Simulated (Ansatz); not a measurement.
# A hypothetical structure for Cr2GaCuSn

Starting from a made-up structure for Cr2GaCuSn, the aim is the relaxed cell, its shortest contacts and, where a second run follows, its electronic structure.

Calculated with Ansatz 0.2.0; DFT, PBE, plane-wave PAW, files of the set soft_1, scalar-relativistic, ferromagnetic start, cell and ions relaxed at zero pressure; PAW set soft_1, in the first sound run; inputs show where later runs differ.

In doubt: warnings of the run leave room for a lower electronic state, so energies may not be the lowest and differences between runs may mislead.

## (1) Set-up

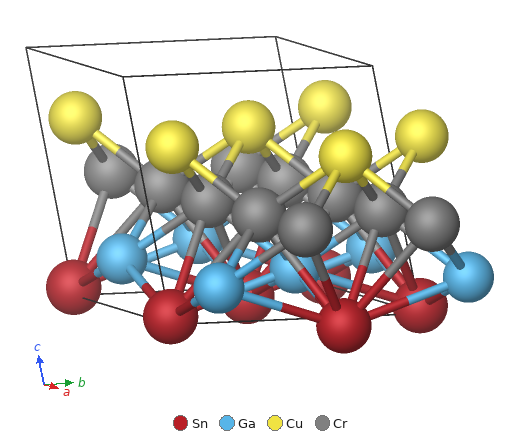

The cell as given, slightly off an axis (tin red, gallium blue, copper yellow, chromium grey). 2×1×1 cells are drawn. This picture shows the conventional cell, with its axes. Some periodic images of atoms are drawn too.

Coordinates:

```cif
data_structure
_symmetry_space_group_name_H-M 'P 1'
_symmetry_Int_Tables_number 1
_cell_length_a 4.0045
_cell_length_b 4.0045
_cell_length_c 5.6840
_cell_angle_alpha 110.726
_cell_angle_beta 110.726
_cell_angle_gamma 89.009
_cell_volume 79.12
loop_
_atom_site_label
_atom_site_type_symbol
_atom_site_fract_x
_atom_site_fract_y
_atom_site_fract_z
_atom_site_occupancy
Sn1 Sn 0.98490 0.98490 0.96610 1
Ga2 Ga 0.39600 0.39600 0.78140 1
Cu3 Cu 0.60870 0.60870 0.23740 1
Cr4 Cr 0.75670 0.24830 0.51010 1
Cr5 Cr 0.24830 0.75670 0.51010 1
```

## (2) Relaxation of the guess

The guess takes its coordinates from another compound and its volume from a rule, so the cell and any free coordinates are relaxed together.

input.yaml reads:

```yaml
crystal:
  lattice:
    - [2.856, -2.807, 0.0]
    - [2.856, 2.807, 0.0]
    - [-2.820494607, 0.0, 4.934842062]
  atoms:
    - { symbol: Sn, position: [0.9849, 0.9849, 0.9661] }
    - { symbol: Ga, position: [0.396, 0.396, 0.7814] }
    - { symbol: Cu, position: [0.6087, 0.6087, 0.2374], spin: 0.6 }
    - { symbol: Cr, position: [0.7567, 0.2483, 0.5101], spin: 3.0 }
    - { symbol: Cr, position: [0.2483, 0.7567, 0.5101], spin: 3.0 }
magnetization:
  spin_polarized: true
kpoints:
  mp_grid: { grid: [7, 7, 6] }
scf:
  occupations: { method: fermi_dirac, width: 0.05 }
hamiltonian:
  xc: pbe
  pseudopotentials: { kind: paw, azcp: { folder: soft_1 } }
relax:
  f_tol: 0.015
  max_steps: 70
  cell: {}
output:
  forces: true
  stress: true
```

On the command line:

```sh
$ ansatz run input.yaml --threads 4 --pin off --max-ram 8192MiB --backend cpu --events-out ev --progress --plain --runs-dir out
```

Numbers of over 12 decimals in the logs are rounded to 6 here.

What it wrote:

```text
Engine: ansatz 0.2.0, aarch64-unknown-linux-gnu
Pseudopotentials: kind: paw
Pseudopotential: Sn, paw, valence charge 14, recommended cutoff 420 eV (normal), soft_1/Sn.paw.azcp
Pseudopotential: Ga, paw, valence charge 13, recommended cutoff 420 eV (normal), soft_1/Ga.paw.azcp
Pseudopotential: Cu, paw, valence charge 19, recommended cutoff 420 eV (normal), soft_1/Cu.paw.azcp
Pseudopotential: Cr, paw, valence charge 14, recommended cutoff 420 eV (normal), soft_1/Cr.paw.azcp
Functional definition: PBE
  parameter kappa = 0.804
  parameter beta = 0.066725
  exchange = pbe_x(kappa = kappa, mu = beta*pi^2/3)
  correlation = pbe_c(beta = beta)
Crystal: 5 atoms, lattice volume = 79.123 Å³
Basis set: ecut = 420 eV, 1557 PW (Γ), exchange–correlation on 54×54×80 points (8 copies of the dense FFT grid, shifted against one another)
Bands: 49, of which v1, the nominal top of the filled ones, is band 37 counted from 1 (36 counted from 0)
Symmetry: 2 space group operations
Space group: Cm (ITA 8), of the structure as read, at distance tolerance 4.3e-5 Å
Magnetic group: BNS 8.32 (UNI 39), of the structure as read, at distance tolerance 4.3e-5 Å
k-points: 88 of 294 (time reversal used)
Non-local potential: Sn, projectors of the file, l = 0: 2, l = 1: 2, l = 2: 2, l = 3: 1
Non-local potential: Ga, projectors of the file, l = 0: 2, l = 1: 2, l = 2: 3, l = 3: 1
Non-local potential: Cu, projectors of the file, l = 0: 3, l = 1: 2, l = 2: 3, l = 3: 1
Non-local potential: Cr, projectors of the file, l = 0: 3, l = 1: 2, l = 2: 3, l = 3: 1
PAW form: soft (Blöchl's): semilocal exchange-correlation on the pseudo side does not see the compensation charge
PAW one-centre angular grid: Sn, 590 points (default); XC on 64 Gauss nodes
PAW one-centre angular grid: Ga, 590 points (default); XC on 64 Gauss nodes
PAW one-centre angular grid: Cu, 590 points (default); XC on 64 Gauss nodes
PAW one-centre angular grid: Cr, 590 points (default); XC on 64 Gauss nodes
Initial density: superposition of atomic densities (chi_scale 0.1, normalization cell)
Starting moments: Σ|m| = 6.6 μB on 3 of 5 sites
Initial wavefunctions: pseudopotential atomic-orbital guess
Functional: x = pbe(κ = 0.804, μ = 0.219515), c = pbe(β = 0.066725)
SCF iter   1: F=—  HF=-23188.494131 eV  |F-HF|=—  |Δ(HF+E_count)|=         —  Δρ=1.08e-1 (↑1.08e-1 ↓1.03e-1)  dr2=2.63e1  dr2_m=2.16e-1  M=5.412 μB ∫|m|=5.552 μB  β_m=0.30  ethr=3.10e-3  ⟨swp⟩=6.4  Hψ=30176  notcnv=0  defer=3
Mixer restart at iter 1: flushing history
preconditioner: auto → Kerker (q_TF=auto, 2.698 Å⁻¹)  [metal: Δε(μ)=0.007 eV  Ē_g=12.776 eV  σ=0.050 eV  W_gap=0.03  n_scr=32 (ndim 8)  ℏωp=29.5 eV  f_vac=0.000  D(μ)=3.81/eV (n_scr^D=32)]
spin=Collinear: Kerker preconditioning applied to the charge; magnetization (m = ρ↑ − ρ↓) channel mixes plain (no charge-response kernel on spin).
SCF iter   2: F=—  HF=-23186.250933 eV  |F-HF|=—  |Δ(HF+E_count)|=    2.24e0  Δρ=4.22e-2 (↑4.22e-2 ↓4.16e-2)  dr2=3.94e0  dr2_m=5.76e-2  M=5.484 μB ∫|m|=5.662 μB  β_m=0.29  ethr=3.10e-3  ⟨swp⟩=3.9  Hψ=19473  notcnv=0  defer=575
SCF iter   3: F=—  HF=-23185.306480 eV  |F-HF|=—  |Δ(HF+E_count)|=   9.44e-1  Δρ=2.23e-2 (↑1.82e-2 ↓2.23e-2)  dr2=1.45e0  dr2_m=4.02e-2  M=5.490 μB ∫|m|=5.686 μB  β_m=0.38  ethr=3.10e-3  ⟨swp⟩=2.1  Hψ=17988  notcnv=0  defer=575
SCF iter   4: F=—  HF=-23185.031142 eV  |F-HF|=—  |Δ(HF+E_count)|=   2.75e-1  Δρ=1.35e-2 (↑9.93e-3 ↓1.35e-2)  dr2=5.31e-1  dr2_m=1.94e-2  M=5.472 μB ∫|m|=5.714 μB  β_m=0.63  ethr=1.96e-3  ⟨swp⟩=2.0  Hψ=11398  notcnv=0  defer=577
SCF iter   5: F=—  HF=-23184.966492 eV  |F-HF|=—  |Δ(HF+E_count)|=   6.47e-2  Δρ=6.12e-3 (↑6.12e-3 ↓5.02e-3)  dr2=8.86e-2  dr2_m=2.94e-3  M=5.462 μB ∫|m|=5.767 μB  β_m=0.81  ethr=7.17e-4  ⟨swp⟩=2.0  Hψ=12435  notcnv=0  defer=577
SCF iter   6: F=—  HF=-23184.965560 eV  |F-HF|=—  |Δ(HF+E_count)|=         —  Δρ=5.14e-3 (↑5.14e-3 ↓4.21e-3)  dr2=3.72e-2  dr2_m=4.92e-3  M=5.530 μB ∫|m|=5.862 μB  β_m=0.81  ethr=1.20e-4  ⟨swp⟩=2.0  Hψ=11399  notcnv=0  defer=585
Mixer restart at iter 6: flushing history
SCF iter   7: F=—  HF=-23184.983730 eV  |F-HF|=—  |Δ(HF+E_count)|=   1.82e-2  Δρ=9.38e-3 (↑8.25e-3 ↓9.38e-3)  dr2=1.40e-1  dr2_m=7.56e-4  M=5.505 μB ∫|m|=5.830 μB  β_m=0.46  ethr=5.03e-5  ⟨swp⟩=2.0  Hψ=16663  notcnv=0  defer=585  recentre
SCF iter   8: F=—  HF=-23184.959547 eV  |F-HF|=—  |Δ(HF+E_count)|=   2.42e-2  Δρ=2.56e-3 (↑2.51e-3 ↓2.56e-3)  dr2=1.37e-2  dr2_m=6.91e-4  M=5.520 μB ∫|m|=5.851 μB  β_m=0.48  ethr=5.03e-5  ⟨swp⟩=2.0  Hψ=18081  notcnv=0  defer=580
SCF iter   9: F=—  HF=-23184.957447 eV  |F-HF|=—  |Δ(HF+E_count)|=   2.10e-3  Δρ=5.34e-4 (↑4.69e-4 ↓5.34e-4)  dr2=5.84e-4  dr2_m=1.23e-4  M=5.520 μB ∫|m|=5.852 μB  β_m=0.62  ethr=1.86e-5  ⟨swp⟩=2.0  Hψ=9717  notcnv=0  defer=580
SCF iter  10: F=—  HF=-23184.957541 eV  |F-HF|=—  |Δ(HF+E_count)|=   9.40e-5  Δρ=3.73e-4 (↑3.37e-4 ↓3.73e-4)  dr2=2.68e-4  dr2_m=9.25e-7  M=5.521 μB ∫|m|=5.855 μB  β_m=0.81  ethr=7.90e-7  ⟨swp⟩=2.0  Hψ=10997  notcnv=0  defer=580
SCF iter  11: F=—  HF=-23184.957511 eV  |F-HF|=—  |Δ(HF+E_count)|=   3.07e-5  Δρ=5.69e-5 (↑5.69e-5 ↓3.80e-5)  dr2=5.41e-6  dr2_m=3.85e-7  M=5.523 μB ∫|m|=5.857 μB  β_m=0.75  ethr=3.62e-7  ⟨swp⟩=2.0  Hψ=9633  notcnv=0  defer=580
SCF iter  12: F=—  HF=-23184.957498 eV  |F-HF|=—  |Δ(HF+E_count)|=   1.25e-5  Δρ=4.28e-5 (↑4.28e-5 ↓3.14e-5)  dr2=2.89e-6  dr2_m=2.12e-7  M=5.523 μB ∫|m|=5.857 μB  β_m=0.87  ethr=7.31e-9  ⟨swp⟩=2.0  Hψ=12458  notcnv=0  defer=580
SCF iter  13: F=—  HF=-23184.957499 eV  |F-HF|=—  |Δ(HF+E_count)|=   9.17e-7  Δρ=2.53e-5 (↑2.53e-5 ↓2.18e-5)  dr2=1.29e-6  dr2_m=5.10e-8  M=5.523 μB ∫|m|=5.857 μB  β_m=0.71  ethr=3.90e-9  ⟨swp⟩=2.0  Hψ=12164  notcnv=0  defer=580
SCF iter  14: F=—  HF=-23184.957498 eV  |F-HF|=—  |Δ(HF+E_count)|=   7.19e-7  Δρ=1.14e-5 (↑1.06e-5 ↓1.14e-5)  dr2=2.83e-7  dr2_m=3.55e-9  M=5.523 μB ∫|m|=5.857 μB  β_m=0.78  ethr=1.74e-9  ⟨swp⟩=2.0  Hψ=12000  notcnv=0  defer=580
SCF iter  15: F=-23184.957498 eV  HF=-23184.957498 eV  |F-HF|=3.44e-8  |Δ(HF+E_count)|=   2.79e-8  Δρ=6.39e-6 (↑6.39e-6 ↓6.33e-6)  dr2=7.88e-8  dr2_m=2.84e-9  M=5.523 μB ∫|m|=5.857 μB  ethr=1.35e-10  ⟨swp⟩=3.0  Hψ=25858  notcnv=0
SCF 1 converged in 15 iterations: F = -23184.957498 eV  dr2 = 7.88e-8
  greatest PAW one-centre occupation: 1.000 electrons in one spin orbital (limit 2), on the Cr atom at site 4 (counted from 0), in its partial waves of l = 0
[...]
relax step  17: F+E_penalty+E_count = -23185.48082648 eV  Δ(F+E_penalty+E_count) = -8.047e-4 eV  max|allowed force component| = 1.100e-2 eV/Å  Δτ_max = 0.0506 Å  P = -0.008 GPa  Ω = 91.558 Å³  energy of the carried Pulay correction = -2.657e-4 eV  (10 SCF iters, dr2 threshold 1.33e-7 eV, accepted)
relax step  18: F+E_penalty+E_count = -23185.48072545 eV  Δ(F+E_penalty+E_count) = +1.010e-4 eV  max|allowed force component| = 3.634e-2 eV/Å  Δτ_max = 0.0120 Å  P = -0.011 GPa  Ω = 91.486 Å³  energy of the carried Pulay correction = -2.453e-4 eV  (10 SCF iters, dr2 threshold 1.48e-8 eV, rejected (line search))
relax step  19: F+E_penalty+E_count = -23185.48095840 eV  Δ(F+E_penalty+E_count) = -1.319e-4 eV  max|allowed force component| = 2.244e-3 eV/Å  Δτ_max = 0.0062 Å  P = -0.007 GPa  Ω = 91.512 Å³  energy of the carried Pulay correction = -2.520e-4 eV  (15 SCF iters, accepted)
iter 1 solved again at ethr=8.31e-8 eV; its pass at ethr=3.10e-3 eV (dr2=6.15e-5 eV) is discarded
SCF iter   1: F=—  HF=-23185.479179 eV  |F-HF|=—  |Δ(HF+E_count)|=         —  Δρ=3.44e-4 (↑3.44e-4 ↓2.60e-4)  dr2=7.09e-6  dr2_m=2.85e-6  M=7.335 μB ∫|m|=7.745 μB  β_m=0.65  ethr=8.31e-8  ⟨swp⟩=3.9  Hψ=54147  notcnv=0
preconditioner: auto → Kerker (q_TF=auto, 2.382 Å⁻¹)  [metal: Δε(μ)=0.005 eV  Ē_g=12.492 eV  σ=0.050 eV  W_gap=0.03  n_scr=26 (ndim 8)  ℏωp=27.4 eV  f_vac=0.000  D(μ)=2.94/eV (n_scr^D=26)]
spin=Collinear: Kerker preconditioning applied to the charge; magnetization (m = ρ↑ − ρ↓) channel mixes plain (no charge-response kernel on spin).
SCF iter   2: F=—  HF=-23185.480929 eV  |F-HF|=—  |Δ(HF+E_count)|=   1.75e-3  Δρ=1.23e-4 (↑1.23e-4 ↓9.36e-5)  dr2=9.21e-7  dr2_m=3.49e-7  M=7.335 μB ∫|m|=7.745 μB  β_m=0.65  ethr=9.58e-9  ⟨swp⟩=2.0  Hψ=10622  notcnv=0
SCF iter   3: F=—  HF=-23185.481184 eV  |F-HF|=—  |Δ(HF+E_count)|=   2.55e-4  Δρ=4.73e-6 (↑4.65e-6 ↓4.73e-6)  dr2=3.62e-8  dr2_m=3.76e-10  M=7.335 μB ∫|m|=7.745 μB  β_m=0.58  ethr=1.24e-9  ⟨swp⟩=2.1  Hψ=11019  notcnv=0
SCF iter   4: F=—  HF=-23185.481184 eV  |F-HF|=—  |Δ(HF+E_count)|=   1.31e-7  Δρ=3.81e-6 (↑3.17e-6 ↓3.81e-6)  dr2=2.80e-8  dr2_m=2.61e-10  M=7.335 μB ∫|m|=7.745 μB  β_m=0.49  ethr=4.89e-11  ⟨swp⟩=2.0  Hψ=15096  notcnv=0
SCF iter   5: F=—  HF=-23185.481184 eV  |F-HF|=—  |Δ(HF+E_count)|=   1.64e-8  Δρ=1.35e-6 (↑1.35e-6 ↓9.86e-7)  dr2=5.75e-9  dr2_m=2.25e-10  M=7.335 μB ∫|m|=7.745 μB  β_m=0.48  ethr=3.78e-11  ⟨swp⟩=2.0  Hψ=9842  notcnv=0
SCF iter   6: F=—  HF=-23185.481184 eV  |F-HF|=—  |Δ(HF+E_count)|=   6.69e-9  Δρ=8.78e-7 (↑8.78e-7 ↓5.62e-7)  dr2=3.42e-9  dr2_m=7.94e-11  M=7.335 μB ∫|m|=7.745 μB  β_m=0.74  ethr=7.77e-12  ⟨swp⟩=2.0  Hψ=11592  notcnv=0
SCF iter   7: F=—  HF=-23185.481185 eV  |F-HF|=—  |Δ(HF+E_count)|=   1.05e-6  Δρ=5.97e-7 (↑5.97e-7 ↓4.59e-7)  dr2=4.73e-10  dr2_m=8.76e-11  M=7.335 μB ∫|m|=7.745 μB  β_m=0.78  ethr=4.62e-12  ⟨swp⟩=2.0  Hψ=14432  notcnv=0
SCF iter   8: F=—  HF=-23185.481185 eV  |F-HF|=—  |Δ(HF+E_count)|=  9.20e-10  Δρ=2.56e-7 (↑2.35e-7 ↓2.56e-7)  dr2=1.79e-10  dr2_m=3.61e-12  M=7.335 μB ∫|m|=7.745 μB  β_m=0.81  ethr=1.00e-12  ⟨swp⟩=2.0  Hψ=14031  notcnv=0
SCF iter   9: F=—  HF=-23185.481185 eV  |F-HF|=—  |Δ(HF+E_count)|=  1.31e-10  Δρ=1.20e-7 (↑1.20e-7 ↓4.77e-8)  dr2=2.13e-11  dr2_m=1.99e-12  M=7.335 μB ∫|m|=7.745 μB  β_m=0.70  ethr=1.00e-12  ⟨swp⟩=2.0  Hψ=10090  notcnv=0
SCF iter  10: F=—  HF=-23185.481185 eV  |F-HF|=—  |Δ(HF+E_count)|=  3.64e-12  Δρ=7.60e-8 (↑7.60e-8 ↓5.41e-8)  dr2=1.61e-11  dr2_m=5.96e-13  M=7.335 μB ∫|m|=7.745 μB  β_m=0.85  ethr=1.00e-12  ⟨swp⟩=1.0  Hψ=8624  notcnv=0
SCF iter  11: F=-23185.481185 eV  HF=-23185.481185 eV  |F-HF|=2.91e-11  |Δ(HF+E_count)|=  2.18e-11  Δρ=9.74e-8 (↑9.74e-8 ↓3.47e-8)  dr2=2.45e-11  dr2_m=1.26e-12  M=7.335 μB ∫|m|=7.745 μB  ethr=1.00e-12  ⟨swp⟩=2.5  Hψ=23744  notcnv=0
SCF 20 converged in 11 iterations: F = -23185.481185 eV  dr2 = 2.45e-11
relax step  20: F+E_penalty+E_count = -23185.48118529 eV  Δ(F+E_penalty+E_count) = -2.269e-4 eV  max|allowed force component| = 2.229e-3 eV/Å  Δτ_max = 0.0000 Å  P = -0.012 GPa  Ω = 91.512 Å³  stress off target by 2.77e-2 GPa  SCF on the basis re-selected at this cell (its energy is not comparable with the rows above)  (11 SCF iters)
basis re-selected at this cell: Δ(F+E_penalty+E_count) = -2.269e-4 eV, ΔP = -0.005 GPa vs the last step (what re-selecting the basis moved, of the pressure what is left beyond the Pulay correction that the steps carried, after the strain that the cell walked since its last selection, with what the two solves' SCF thresholds leave and, on support functions, any second-order correction that the steps lacked; it is no m [...]
WARN: an SCF from ferrimagnetic starting moments (0.00, 0.00, 0.60, -3.39, 3.39 Bohr magnetons, atom by atom) was not made, by what the run has read of turns of its moments that order reads lower: the deck asks for what bars it, or types moments that do (magnetization.spin_polarized, in the input reference, names some of the keys), or the run goes by scf.lower_state_search: light, the default, which as a rule tries one only behind a close that has lost an order of both signs, or on which an open d or half-filled 4f shell of a PAW file has lost a moment that was set nearer to Hund's than to what is left; [rest of the remark cut]
SCF converged after 11 iterations
Magnetization: 7.3354 μB (40.6677 up, 33.3323 down)
Absolute magnetization: 7.7524 μB (∫|ρ↑−ρ↓|, with the PAW one-centre terms)
Spin contamination: 0.2704 ħ² per cell (⟨S²⟩ above its minimum at these occupations)
Per-site moments (μB) at R_I (Å): [(-0.041638, 1.190707), (-0.010091, 0.983764), (0.094003, 0.983764), (3.215561, 1.056709), (3.215561, 1.056709)]
Free energy (F): -23185.481185 eV
Harris-Foulkes:  -23185.481185 eV  (|F-HF|=2.91e-11)
Internal energy: -23185.456241 eV  (E = F + TS)
E sigma→0 (E₀):  -23185.468713 eV
Entropy (-TS):   -0.024945 eV (-4.989 meV/atom)
Fermi energy:    11.967499 eV
--- Per-component energies (eV) ---
  E_band       = -1005.610616
  E_kinetic    = 1141.764055
  E_local      = -11113.237295  (includes V_loc(G=0)·N_el)
  E_nonlocal   = 1035.302629
  E_hartree    = 5232.755608
  E_xc         = -485.649272
  E_vxc        = -514.251117  (∫ρ·V_xc dr)
  E_paw        = -10619.801826  (= ΣΔE_a)
  E_vpaw       = -2020.702494  (= ΣTr[D̂ρ^β])
  E_aug_tail   = 0.002637  (compensation charges beyond the density's cutoff)
  E_ewald      = -8376.592777
  E_smearing   = -0.024945  (= −TS)
  E_closure    = -0.000000  (closes the sum)
  Σ components = -23185.481185   (vs F -23185.481185, Δ=0.00e0)
--- Forces (eV/Å), atoms counted from 1 ---
  atom   1  Sn     0.00013028     0.00000000    -0.00222875
  atom   2  Ga    -0.00070946    -0.00000000     0.00153774
  atom   3  Cu    -0.00108650     0.00000000    -0.00078175
  atom   4  Cr     0.00083274    -0.00021365     0.00073629
  atom   5  Cr     0.00083274     0.00021365     0.00073629
  max |Σ_I F_I| component: 1.81e-7 eV/Å
--- Stress (GPa, compression-positive) ---
       -0.018148      -0.000000       0.012913
       -0.000000      -0.007971      -0.000000
        0.012913      -0.000000      -0.010178
  P = ⅓ Tr σ = -0.0121 GPa (-0.121 kbar)
--- Relaxed structure (18 steps of the walk, 17 accepted, 2 SCFs on fresh bases) ---
  F+E_penalty+E_count = -23185.48118529 eV   max|allowed force component| = 2.229e-3 eV/Å   (the final SCF, on the basis selected at the relaxed cell)
  cell:  # Å, volume = 91.5117 Å³
    - [2.869913, -2.841434, -0.174853]
    - [2.869913, 2.841434, -0.174853]
    - [-3.136361, 1.7283376582044648e-17, 5.802084]
  atoms:
    - { symbol: Sn, position: [1.009701, 1.009701, 1.063650] }
    - { symbol: Ga, position: [0.418672, 0.418672, 0.782922] }
    - { symbol: Cu, position: [0.577365, 0.577365, 0.197968] }
    - { symbol: Cr, position: [0.741842, 0.247020, 0.480280] }
    - { symbol: Cr, position: [0.247020, 0.741842, 0.480280] }
```

The job ended after 6.7 min (4 threads of Arm Neoverse V2, shared host; peak memory 0.85 GiB).

Relaxation path:

| step | energy less that of the first step (eV) | largest force component (eV/Å) | pressure (GPa) | volume (Å³) |
| --- | --- | --- | --- | --- |
| 1 | 0.0000 | 0.6421 | 10.82 | 79.12 |
| 2 | -0.3214 | 0.3444 | 4.67 | 84.78 |
| 3 | -0.4451 | 0.1555 | 0.66 | 89.63 |
| 4 | -0.4745 | 0.0902 | -0.41 | 90.91 |
| 5 | -0.4909 | 0.0655 | -0.17 | 90.60 |
| 6 | -0.4950 | 0.0318 | -0.14 | 90.64 |
| 7 | -0.4962 | 0.0169 | 0.04 | 90.51 |
| 8 | -0.4966 | 0.0082 | 0.02 | 90.52 |
| 9 | -0.4981 | 0.0134 | 0.00 | 90.58 |
| 10 | -0.4988 | 0.0174 | 0.02 | 90.59 |
| 11 | -0.4998 | 0.0164 | -0.09 | 90.74 |
| 12 | -0.5000 | 0.0341 | 0.09 | 90.56 |
| 13 | -0.5000 | 0.0070 | -0.01 | 90.69 |
| 14 | -0.5001 | 0.0030 | 0.01 | 90.66 |
| 15* | -0.5184 | 0.0047 | 0.37 | 90.66 |
| 16 | -0.5225 | 0.0164 | 0.10 | 91.12 |
| 17 | -0.5233 | 0.0110 | -0.01 | 91.56 |
| 18 | -0.5232 | 0.0363 | -0.01 | 91.49 |
| 19 | -0.5235 | 0.0022 | -0.01 | 91.51 |
| 20* | -0.5237 | 0.0022 | -0.01 | 91.51 |

Relaxation steps marked * repeat the geometry before them on a plane-wave basis chosen anew for their cell, so energy and pressure can jump there. Relaxation step 18 was tried and not accepted.

The run keeps the 2 symmetry operations that it works with, so distortions that break them were not tested.

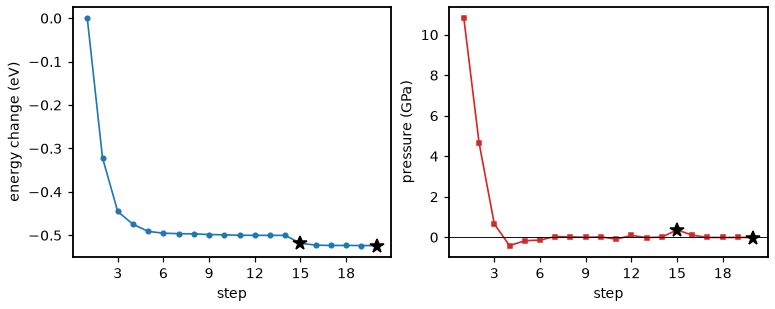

Energy and pressure along the relaxation. Stars mark steps on a basis chosen anew.

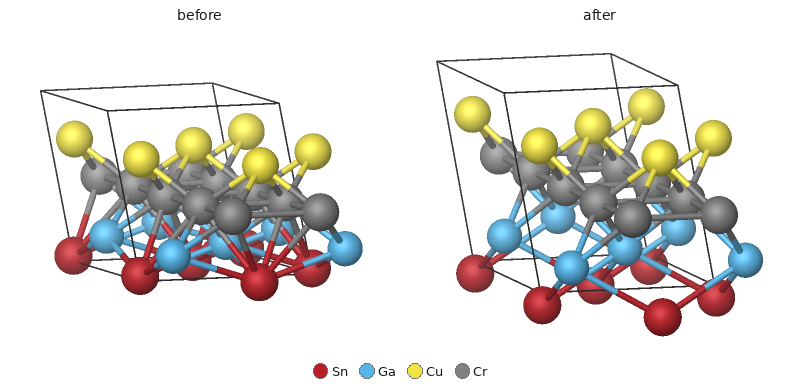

Before and after, at one scale.

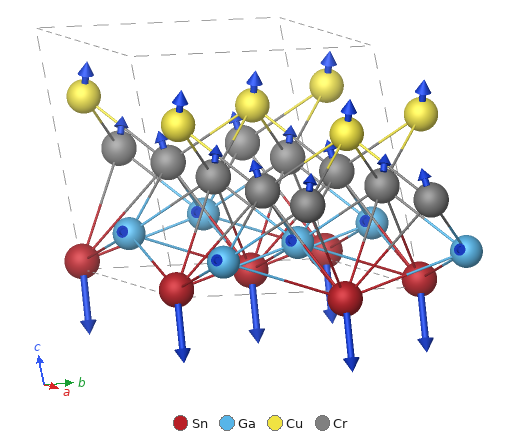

Displacements in the relaxation, exaggerated, measured against the changing cell; the longest in the cell stands for 0.58 Å. 2×1×1 conventional cells are drawn. Some periodic images of atoms are drawn too.

| cell as run | before | after | change |
| --- | --- | --- | --- |
| a (Å) | 4.004 | 4.042 | +0.9 % |
| b (Å) | 4.004 | 4.042 | +0.9 % |
| c (Å) | 5.684 | 6.596 | +16.0 % |
| α (°) | 110.73 | 112.06 | +1.2 % |
| β (°) | 110.73 | 112.06 | +1.2 % |
| γ (°) | 89.01 | 89.32 | +0.4 % |
| volume (Å³/atom) | 15.82 | 18.30 | +15.7 % |

The atoms that moved most (Å, as changes of fractional coordinates times the final cell):

| atom | dx | dy | dz | length |
| --- | --- | --- | --- | --- |
| Sn1 | -0.164 | 0.000 | 0.557 | 0.581 |
| Cu3 | -0.056 | 0.000 | -0.218 | 0.225 |
| Cr4 | 0.047 | 0.039 | -0.170 | 0.181 |
| Cr5 | 0.047 | -0.039 | -0.170 | 0.181 |
| Ga2 | 0.125 | 0.000 | 0.001 | 0.125 |

Numbers from this step:

```yaml
free_energy: -23185.4812 eV
energy_at_zero_smearing: -23185.4687 eV
smearing_term_ts: 0.02494 eV
fermi_energy: 11.97 eV
magnetization: 7.335 μB
absolute_magnetization: 7.752 μB
site_moments: -0.04164, -0.01009, 0.09400, 3.216, 3.216 μB
electrons: 74
symmetry_operations: 2
pressure: -0.01210 GPa
```

(Part 1 of 2 ends here.)

[Logs are printed without paths, hosts, clocks, repeated set-up lines and the standing remarks that a program may print on its own settings, such as how far it seeks lower states.]

[Hosts, paths, dates, database ids (printed as entryN), source tags and the programs' standing remarks are cut or masked in the printed files.]
